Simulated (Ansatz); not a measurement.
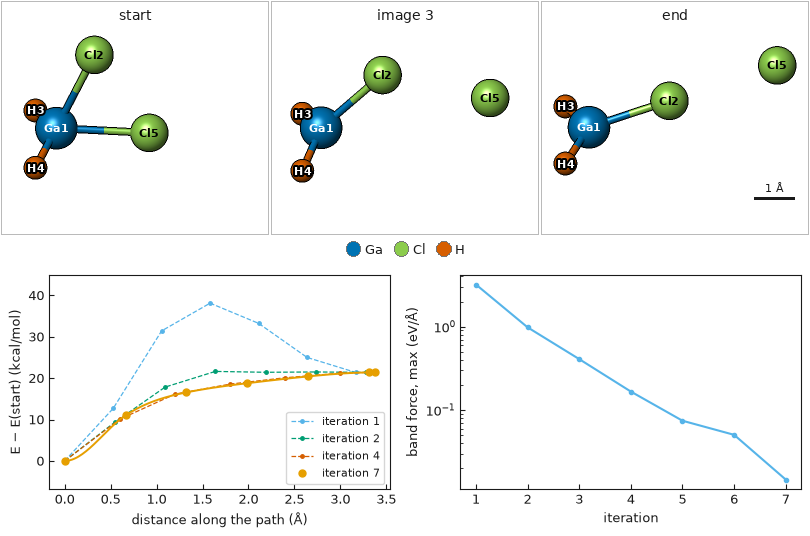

A search for the minimum-energy path of GaH2Cl2 (multiplicity 2) by the nudged elastic band. Images are numbered from 0 (start) to 6 (end). The plot follows the band through its iterations. A ball-and-stick model, seen from a free direction.

Computed with UKS PBE0/def2-SVP (Ansatz 0.2.0). Set-up: 5 movable images; climbing image; force threshold 0.03 eV/Å; iteration limit 60; starting path by straight interpolation.

> How did the profile develop, and is the result final?

The run is converged, with reservations. The band converged in 7 iterations. The largest component of the band force went from 3.2 to 0.015 eV/Å. The straight starting path can push atoms close together and costs iterations. The first iteration put the highest image at 38.1 kcal/mol. No barrier shows: the energy is highest at the end, and the end lies 21.4 kcal/mol above the start.

The run took 2.1 min on 2 threads of Arm Neoverse V1, with other jobs on the host, peak memory 0.26 GiB.
